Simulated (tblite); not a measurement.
# CH10GeO2Si2: geometry relaxation (part 2 of 2)

Continued. System: CH10GeO2Si2, SMILES O[Si](O)([GeH3])C[SiH3]. Method: GFN2-xTB geometry optimisation, gas phase (tblite 0.8.0). 

Geometry of the input (Å):
```
Si -0.3331  0.7329  0.2586
C  0.8261  -0.5450  0.9806
Si 2.1317  -0.8728  -0.2731
Ge -2.3317  -0.3480  -0.1754
O  0.3286  1.2286  -1.2457
O  -0.5039  2.1120  1.2348
H  1.2271  -0.2587  1.9514
H  0.2633  -1.5224  1.0987
H  1.5593  -1.4760  -1.4653
H  3.1776  -1.7228  0.3058
H  2.6875  0.4375  -0.6970
H  -2.0877  -1.8604  -0.0580
H  -3.4303  0.1192  0.8122
H  -2.7485  0.0131  -1.6397
H  -0.2830  1.0872  -2.0016
H  -0.4657  2.8935  0.6109
```

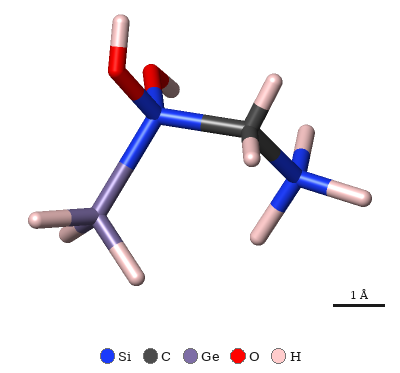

Fig. 1: The geometry at step 152 of the log (stick view, seen at a tilt).

**Trajectory as extended XYZ, continued**
```
16
Properties=species:S:1:pos:R:3:forces:R:3 step=88 energy=-567.20314
Si   -0.4611    0.7607    0.1147    0.0100   0.0080   0.0040
C     0.8683   -0.3974    0.8479   -0.0010  -0.0030   0.0030
Si    2.2689   -0.8970   -0.3257   -0.0020  -0.0050  -0.0010
Ge   -2.4922   -0.3297   -0.1751    0.0000   0.0090   0.0020
O     0.0855    1.4703   -1.2520   -0.0020   0.0080   0.0040
O    -0.8275    1.9964    1.0989   -0.0060  -0.0050   0.0040
H     1.3029    0.0721    1.7302    0.0020   0.0080  -0.0020
H     0.3762   -1.3026    1.2069   -0.0030  -0.0050   0.0060
H     1.6994   -1.5268   -1.5259   -0.0040  -0.0010  -0.0050
H     3.1620   -1.8461    0.3420    0.0050  -0.0050   0.0030
H     3.0352    0.2850   -0.7322   -0.0030   0.0010  -0.0030
H    -2.4044   -1.8234   -0.0387   -0.0010  -0.0150  -0.0010
H    -3.5866    0.0307    0.7787    0.0060   0.0020  -0.0050
H    -3.1313   -0.1655   -1.5251   -0.0020  -0.0020  -0.0030
H     0.3737    0.9354   -1.9845    0.0000  -0.0020  -0.0090
H    -0.2516    2.7560    1.1371   -0.0010   0.0070   0.0020
16
Properties=species:S:1:pos:R:3:forces:R:3 step=96 energy=-567.20351
Si   -0.4573    0.7641    0.1150    0.0010  -0.0010  -0.0020
C     0.8742   -0.3907    0.8498    0.0020   0.0000   0.0030
Si    2.2683   -0.9065   -0.3254   -0.0090  -0.0010  -0.0050
Ge   -2.4850   -0.3335   -0.1791    0.0070   0.0000  -0.0110
O     0.0896    1.4811   -1.2479   -0.0080  -0.0030   0.0000
O    -0.8365    1.9928    1.1033    0.0070   0.0020   0.0030
H     1.3123    0.0882    1.7253    0.0110  -0.0010   0.0020
H     0.3831   -1.2923    1.2194   -0.0050   0.0060   0.0090
H     1.6843   -1.5362   -1.5189    0.0050  -0.0090   0.0000
H     3.1607   -1.8567    0.3439   -0.0120   0.0070  -0.0060
H     3.0396    0.2672   -0.7459   -0.0010   0.0030   0.0020
H    -2.4025   -1.8286   -0.0419    0.0040   0.0050  -0.0010
H    -3.5829    0.0310    0.7681    0.0000   0.0020   0.0050
H    -3.1204   -0.1687   -1.5313    0.0010  -0.0050  -0.0040
H     0.3551    0.9511   -1.9928    0.0030   0.0050   0.0090
H    -0.2652    2.7555    1.1556   -0.0050  -0.0100  -0.0050
16
Properties=species:S:1:pos:R:3:forces:R:3 step=104 energy=-567.20414
Si   -0.4548    0.7683    0.1151   -0.0080  -0.0130   0.0000
C     0.8828   -0.3755    0.8548    0.0160  -0.0050  -0.0140
Si    2.2578   -0.9212   -0.3299   -0.0090  -0.0190  -0.0060
Ge   -2.4726   -0.3399   -0.1923    0.0080   0.0060  -0.0120
O     0.0854    1.5012   -1.2418    0.0060  -0.0060   0.0070
O    -0.8553    1.9811    1.1142    0.0230   0.0290   0.0010
H     1.3402    0.1202    1.7112   -0.0050  -0.0030   0.0000
H     0.3918   -1.2656    1.2523    0.0080   0.0130   0.0050
H     1.6631   -1.5622   -1.5127   -0.0010   0.0060   0.0120
H     3.1453   -1.8734    0.3436   -0.0100   0.0090  -0.0060
H     3.0389    0.2399   -0.7675   -0.0070   0.0020  -0.0020
H    -2.3922   -1.8334   -0.0473    0.0020  -0.0040   0.0020
H    -3.5668    0.0357    0.7538   -0.0190  -0.0080  -0.0020
H    -3.1021   -0.1800   -1.5482   -0.0020  -0.0040   0.0070
H     0.3419    0.9786   -1.9951    0.0100   0.0080   0.0100
H    -0.2861    2.7440    1.1873   -0.0150  -0.0120  -0.0020
16
Properties=species:S:1:pos:R:3:forces:R:3 step=112 energy=-567.20557
Si   -0.4494    0.7829    0.1189   -0.0310   0.0130  -0.0010
C     0.9104   -0.3265    0.8641    0.0060  -0.0170   0.0230
Si    2.2211   -0.9640   -0.3464   -0.0170  -0.0150   0.0120
Ge   -2.4442   -0.3578   -0.2250   -0.0200   0.0160   0.0120
O     0.0947    1.5493   -1.2165   -0.0050   0.0370   0.0080
O    -0.8987    1.9652    1.1345   -0.0340  -0.0470  -0.0060
H     1.4160    0.2200    1.6612    0.0000  -0.0010  -0.0130
H     0.4303   -1.1777    1.3493    0.0090  -0.0080  -0.0130
H     1.5776   -1.6273   -1.4902   -0.0090   0.0150   0.0180
H     3.0942   -1.9189    0.3409    0.0080   0.0000  -0.0100
H     3.0227    0.1610   -0.8381    0.0010  -0.0030  -0.0180
H    -2.3517   -1.8490   -0.0609    0.0050   0.0040   0.0050
H    -3.5623    0.0189    0.6977    0.0180  -0.0230  -0.0300
H    -3.0550   -0.2230   -1.5938    0.0150   0.0020   0.0170
H     0.3358    1.0570   -1.9943    0.0210  -0.0200   0.0060
H    -0.3242    2.7081    1.2959    0.0320   0.0470  -0.0100
16
Properties=species:S:1:pos:R:3:forces:R:3 step=120 energy=-567.21095
Si   -0.4396    0.8063    0.1394   -0.0520   0.0340   0.0360
C     0.9554   -0.2561    0.8861    0.0950  -0.0310   0.0660
Si    2.1363   -1.0473   -0.3675    0.0220   0.0390  -0.0480
Ge   -2.3911   -0.3795   -0.2751   -0.0140  -0.0660   0.0040
O     0.1139    1.6659   -1.1356   -0.0020  -0.0810  -0.0400
O    -0.9775    1.9194    1.1892    0.0280   0.0570   0.0300
H     1.5512    0.3751    1.5517   -0.0640  -0.0660  -0.0270
H     0.5242   -1.0379    1.5182    0.0040   0.1080  -0.0940
H     1.3879   -1.7386   -1.4264   -0.0310   0.0050   0.0220
H     3.0158   -2.0012    0.3111    0.0080  -0.0020   0.0060
H     2.9535    0.0044   -0.9930   -0.0360  -0.0480   0.0180
H    -2.2555   -1.8634   -0.0813   -0.0070  -0.0060   0.0150
H    -3.5648   -0.0256    0.5860    0.0470  -0.0120  -0.0190
H    -2.9486   -0.2993   -1.6679    0.0150   0.0250  -0.0290
H     0.3926    1.2169   -1.9288    0.0100   0.0310   0.0520
H    -0.4363    2.6791    1.3912   -0.0240   0.0130   0.0070
16
Properties=species:S:1:pos:R:3:forces:R:3 step=128 energy=-567.22753
Si   -0.4295    0.8422    0.2161   -0.0660   0.1410  -0.0600
C     1.0155   -0.1806    0.9051    0.0010   0.0420   0.0270
Si    2.0050   -1.1340   -0.3946    0.0430   0.0380  -0.0460
Ge   -2.2863   -0.4262   -0.3423   -0.0250  -0.0210   0.0980
O     0.0911    1.7721   -1.0223    0.0600   0.0240  -0.1230
O    -1.0144    1.8926    1.3083    0.0790   0.1290  -0.0240
H     1.6880    0.4905    1.4394    0.0310  -0.0240   0.0270
H     0.6171   -0.8687    1.6480    0.0300  -0.0680   0.0210
H     1.0944   -1.8552   -1.2925   -0.0160  -0.0100  -0.0050
H     2.9157   -2.0749    0.2595    0.0120  -0.0130   0.0030
H     2.7945   -0.1805   -1.1944   -0.0470  -0.0550   0.0260
H    -2.0878   -1.8950   -0.1015   -0.0500  -0.0180  -0.0460
H    -3.5379   -0.1166    0.4253    0.0510  -0.0280  -0.0500
H    -2.7235   -0.3551   -1.7796    0.0130  -0.0310   0.0140
H     0.4412    1.3800   -1.8192   -0.0460   0.0210   0.1370
H    -0.5656    2.7275    1.4419   -0.0700  -0.1250   0.0000
16
Properties=species:S:1:pos:R:3:forces:R:3 step=136 energy=-567.23932
Si   -0.4187    0.8874    0.2444   -0.0040   0.0140   0.0030
C     1.0388   -0.1372    0.9167   -0.0130   0.0110   0.0060
Si    1.9135   -1.1673   -0.4111   -0.0010   0.0140   0.0050
Ge   -2.2132   -0.4600   -0.3577   -0.0080   0.0310   0.0120
O     0.1084    1.8433   -0.9729   -0.0200  -0.0110   0.0080
O    -1.0451    1.9129    1.3347    0.0080   0.0100  -0.0070
H     1.7609    0.5230    1.3979   -0.0020  -0.0090  -0.0110
H     0.6655   -0.8003    1.6968    0.0090  -0.0090  -0.0100
H     0.9176   -1.8945   -1.2122    0.0280   0.0050   0.0170
H     2.8471   -2.0995    0.2236    0.0040  -0.0230  -0.0080
H     2.6717   -0.2763   -1.3041   -0.0260  -0.0120   0.0050
H    -2.0137   -1.9298   -0.1207    0.0070   0.0130  -0.0140
H    -3.5120   -0.1849    0.3355    0.0130   0.0030  -0.0100
H    -2.5810   -0.3991   -1.8166    0.0070  -0.0240   0.0160
H     0.4986    1.4457   -1.7445    0.0100   0.0100  -0.0160
H    -0.6211    2.7544    1.4876   -0.0130  -0.0230   0.0040
16
Properties=species:S:1:pos:R:3:forces:R:3 step=144 energy=-567.24051
Si   -0.4172    0.8948    0.2488    0.0000   0.0160  -0.0030
C     1.0467   -0.1234    0.9177   -0.0050   0.0020  -0.0060
Si    1.8949   -1.1778   -0.4086    0.0090   0.0020  -0.0050
Ge   -2.1992   -0.4612   -0.3645    0.0040   0.0090  -0.0080
O     0.1013    1.8591   -0.9647   -0.0040   0.0130   0.0110
O    -1.0549    1.9096    1.3422   -0.0030   0.0010   0.0040
H     1.7766    0.5431    1.3779    0.0010  -0.0180  -0.0060
H     0.6839   -0.7765    1.7110    0.0050   0.0060  -0.0030
H     0.8847   -1.9094   -1.1839   -0.0050  -0.0070   0.0000
H     2.8299   -2.1188    0.2118    0.0060   0.0040   0.0070
H     2.6386   -0.3048   -1.3302   -0.0080   0.0000   0.0090
H    -1.9876   -1.9280   -0.1261    0.0020  -0.0040   0.0120
H    -3.5074   -0.1946    0.3110   -0.0030   0.0040   0.0000
H    -2.5486   -0.4195   -1.8275    0.0020   0.0010   0.0020
H     0.5121    1.4757   -1.7328    0.0040  -0.0050  -0.0120
H    -0.6362    2.7497    1.5150   -0.0040  -0.0230  -0.0050
16
Properties=species:S:1:pos:R:3:forces:R:3 step=152 energy=-567.24106
Si   -0.4137    0.8995    0.2449   -0.0040   0.0010  -0.0030
C     1.0537   -0.1160    0.9110   -0.0030   0.0020   0.0080
Si    1.8874   -1.1902   -0.4087    0.0020   0.0090   0.0030
Ge   -2.1893   -0.4612   -0.3713   -0.0130   0.0020   0.0010
O     0.0999    1.8776   -0.9592   -0.0010   0.0150   0.0150
O    -1.0718    1.8959    1.3426    0.0080  -0.0010   0.0050
H     1.7922    0.5501    1.3576    0.0000   0.0010  -0.0100
H     0.6955   -0.7562    1.7166   -0.0040  -0.0070  -0.0050
H     0.8701   -1.9282   -1.1686    0.0000  -0.0030  -0.0010
H     2.8241   -2.1275    0.2163    0.0020   0.0140   0.0000
H     2.6237   -0.3217   -1.3405   -0.0020  -0.0120   0.0020
H    -1.9793   -1.9252   -0.1147   -0.0010  -0.0030   0.0000
H    -3.5000   -0.1880    0.2976    0.0030   0.0040  -0.0030
H    -2.5355   -0.4298   -1.8351    0.0050  -0.0080  -0.0010
H     0.5181    1.5057   -1.7289    0.0050  -0.0080  -0.0100
H    -0.6576    2.7330    1.5375    0.0030  -0.0030   0.0020
16
Properties=species:S:1:pos:R:3:forces:R:3 step=160 energy=-567.24146
Si   -0.4151    0.9049    0.2432    0.0090   0.0070   0.0030
C     1.0548   -0.1089    0.9042    0.0010  -0.0070   0.0060
Si    1.8792   -1.1976   -0.4083    0.0140   0.0060  -0.0050
Ge   -2.1844   -0.4604   -0.3788   -0.0060   0.0020   0.0130
O     0.1001    1.8928   -0.9523   -0.0110   0.0070   0.0070
O    -1.0728    1.8871    1.3536   -0.0100  -0.0010   0.0000
H     1.7991    0.5598    1.3366   -0.0020   0.0020   0.0090
H     0.7003   -0.7411    1.7176    0.0050  -0.0030   0.0030
H     0.8567   -1.9450   -1.1510    0.0030  -0.0060  -0.0050
H     2.8241   -2.1228    0.2223   -0.0020   0.0040   0.0010
H     2.6127   -0.3416   -1.3536   -0.0090  -0.0070  -0.0050
H    -1.9690   -1.9203   -0.1059   -0.0060  -0.0070   0.0020
H    -3.5010   -0.1859    0.2776    0.0010   0.0040  -0.0060
H    -2.5164   -0.4463   -1.8452   -0.0010  -0.0040  -0.0130
H     0.5080    1.5232   -1.7288    0.0050   0.0010  -0.0070
H    -0.6588    2.7199    1.5659    0.0110   0.0010  -0.0030
16
Properties=species:S:1:pos:R:3:forces:R:3 step=168 energy=-567.24191
Si   -0.4155    0.9068    0.2434   -0.0030   0.0010  -0.0030
C     1.0580   -0.1062    0.8984   -0.0030   0.0060  -0.0100
Si    1.8785   -1.2041   -0.4093    0.0080  -0.0070  -0.0060
Ge   -2.1830   -0.4602   -0.3846    0.0060   0.0060   0.0110
O     0.0908    1.9097   -0.9437    0.0000  -0.0030   0.0080
O    -1.0749    1.8778    1.3631   -0.0060  -0.0080  -0.0030
H     1.8040    0.5643    1.3247    0.0060   0.0090   0.0040
H     0.7094   -0.7345    1.7172   -0.0070  -0.0060   0.0020
H     0.8595   -1.9687   -1.1400    0.0020  -0.0020   0.0110
H     2.8309   -2.1112    0.2364    0.0000  -0.0010  -0.0110
H     2.6019   -0.3630   -1.3752   -0.0050   0.0070   0.0050
H    -1.9771   -1.9174   -0.0908   -0.0060  -0.0060   0.0060
H    -3.5046   -0.1699    0.2541   -0.0040   0.0020  -0.0030
H    -2.5018   -0.4667   -1.8543    0.0040   0.0020  -0.0110
H     0.5009    1.5537   -1.7255    0.0010  -0.0040   0.0000
H    -0.6596    2.7077    1.5834    0.0070   0.0040  -0.0020
16
Properties=species:S:1:pos:R:3:forces:R:3 step=176 energy=-567.24235
Si   -0.4158    0.9084    0.2455   -0.0060  -0.0070  -0.0110
C     1.0607   -0.1036    0.8943   -0.0100   0.0000  -0.0040
Si    1.8744   -1.2088   -0.4114    0.0020  -0.0040   0.0060
Ge   -2.1784   -0.4616   -0.3900    0.0020   0.0020   0.0190
O     0.0889    1.9253   -0.9302   -0.0060  -0.0020   0.0040
O    -1.0758    1.8714    1.3716    0.0010  -0.0060   0.0020
H     1.8066    0.5694    1.3173    0.0060  -0.0090   0.0060
H     0.7117   -0.7312    1.7138    0.0090   0.0030   0.0110
H     0.8507   -1.9951   -1.1105   -0.0030  -0.0010  -0.0050
H     2.8430   -2.1017    0.2304    0.0060   0.0080  -0.0100
H     2.5728   -0.3707   -1.3977   -0.0010   0.0020   0.0010
H    -1.9852   -1.9156   -0.0701   -0.0030   0.0050   0.0040
H    -3.5090   -0.1560    0.2237    0.0020   0.0020  -0.0120
H    -2.4709   -0.4886   -1.8648   -0.0010   0.0020  -0.0110
H     0.4965    1.5795   -1.7175    0.0070  -0.0100  -0.0120
H    -0.6526    2.6971    1.5929   -0.0060   0.0140   0.0110
16
Properties=species:S:1:pos:R:3:forces:R:3 step=184 energy=-567.24309
Si   -0.4132    0.9108    0.2520    0.0030  -0.0180   0.0030
C     1.0585   -0.1103    0.8993    0.0050  -0.0020  -0.0100
Si    1.8659   -1.2115   -0.4134    0.0000  -0.0070  -0.0010
Ge   -2.1715   -0.4597   -0.3944   -0.0120  -0.0110   0.0180
O     0.0849    1.9322   -0.9223    0.0170  -0.0120  -0.0120
O    -1.0648    1.8712    1.3849   -0.0180  -0.0150   0.0040
H     1.8103    0.5552    1.3230    0.0060   0.0140   0.0060
H     0.7094   -0.7378    1.7189   -0.0020   0.0010  -0.0030
H     0.8422   -2.0275   -1.0782    0.0080   0.0030  -0.0030
H     2.8775   -2.0729    0.2055   -0.0070   0.0070  -0.0010
H     2.5202   -0.3634   -1.4214   -0.0010   0.0000  -0.0090
H    -2.0017   -1.9091   -0.0373   -0.0020   0.0220   0.0000
H    -3.5192   -0.1315    0.1685    0.0040   0.0060  -0.0010
H    -2.4237   -0.5171   -1.8761    0.0050   0.0000  -0.0140
H     0.4842    1.5924   -1.7172   -0.0050  -0.0070   0.0160
H    -0.6415    2.6969    1.6053   -0.0010   0.0190   0.0080
16
Properties=species:S:1:pos:R:3:forces:R:3 step=192 energy=-567.24409
Si   -0.4120    0.9101    0.2663    0.0180   0.0100   0.0130
C     1.0640   -0.1159    0.8975   -0.0050  -0.0060   0.0100
Si    1.8596   -1.2154   -0.4248   -0.0140   0.0170   0.0020
Ge   -2.1705   -0.4509   -0.3960    0.0000  -0.0380  -0.0120
O     0.0888    1.9393   -0.9003    0.0160  -0.0170  -0.0270
O    -1.0680    1.8622    1.4045    0.0060   0.0050   0.0030
H     1.8214    0.5442    1.3221   -0.0230   0.0000  -0.0100
H     0.7164   -0.7489    1.7141    0.0150   0.0090   0.0000
H     0.8425   -2.0770   -1.0380   -0.0020  -0.0020  -0.0010
H     2.9222   -2.0250    0.1756    0.0040  -0.0110   0.0050
H     2.4485   -0.3696   -1.4740    0.0070   0.0090  -0.0100
H    -2.0430   -1.8883    0.0215    0.0010   0.0200  -0.0030
H    -3.5380   -0.0839    0.0883   -0.0010   0.0160   0.0000
H    -2.3492   -0.5606   -1.8870   -0.0040  -0.0010   0.0060
H     0.4940    1.6006   -1.6931   -0.0120   0.0050   0.0280
H    -0.6594    2.6972    1.6206   -0.0060  -0.0180  -0.0030
16
Properties=species:S:1:pos:R:3:forces:R:3 step=200 energy=-567.24465
Si   -0.4133    0.9080    0.2698   -0.0010   0.0030   0.0020
C     1.0652   -0.1165    0.8954    0.0000   0.0070  -0.0030
Si    1.8534   -1.2161   -0.4309    0.0000   0.0040  -0.0080
Ge   -2.1691   -0.4507   -0.4031   -0.0040   0.0020  -0.0050
O     0.0913    1.9438   -0.8896    0.0040  -0.0120   0.0010
O    -1.0764    1.8496    1.4125    0.0090   0.0030  -0.0030
H     1.8226    0.5510    1.3070    0.0020  -0.0020   0.0060
H     0.7288   -0.7453    1.7193    0.0100   0.0030  -0.0010
H     0.8439   -2.1063   -1.0151   -0.0070   0.0060   0.0010
H     2.9426   -2.0006    0.1560    0.0020  -0.0030   0.0040
H     2.4070   -0.3717   -1.5023   -0.0010  -0.0010   0.0060
H    -2.0700   -1.8745    0.0596   -0.0060  -0.0010  -0.0030
H    -3.5393   -0.0437    0.0403   -0.0020   0.0020   0.0020
H    -2.3199   -0.5960   -1.8934    0.0030  -0.0060   0.0020
H     0.5177    1.6069   -1.6714   -0.0040   0.0040   0.0000
H    -0.6669    2.6801    1.6431   -0.0050  -0.0110  -0.0020
16
Properties=species:S:1:pos:R:3:forces:R:3 step=204 energy=-567.24567
Si   -0.4134    0.9023    0.2802    0.0000   0.0010   0.0000
C     1.0824   -0.1060    0.8905   -0.0010  -0.0010  -0.0010
Si    1.8505   -1.2053   -0.4476   -0.0020   0.0040   0.0040
Ge   -2.1631   -0.4641   -0.3949   -0.0030  -0.0020  -0.0020
O     0.0736    1.9478   -0.8779   -0.0010   0.0010   0.0020
O    -1.0801    1.8300    1.4317    0.0000  -0.0010   0.0000
H     1.8418    0.5680    1.2872    0.0010   0.0010  -0.0010
H     0.7652   -0.7336    1.7225   -0.0010  -0.0010   0.0010
H     0.8130   -2.0436   -1.0597   -0.0040  -0.0040  -0.0030
H     2.9024   -2.0415    0.1356    0.0050  -0.0040   0.0030
H     2.4455   -0.3585   -1.4931    0.0020   0.0040  -0.0050
H    -2.1163   -1.8642    0.1423   -0.0010   0.0030  -0.0010
H    -3.5433   -0.0072   -0.0372    0.0040  -0.0020  -0.0020
H    -2.2497   -0.6849   -1.8817    0.0000   0.0010   0.0060
H     0.4834    1.6190   -1.6717    0.0010  -0.0010  -0.0010
H    -0.6746    2.6597    1.6712    0.0010   0.0010   0.0000
```

**Key numbers**

```tsv
quantity	value
outcome	converged
total energy	−567.2457 eV
wall time	5.7 s
peak memory	0.18 GiB
```
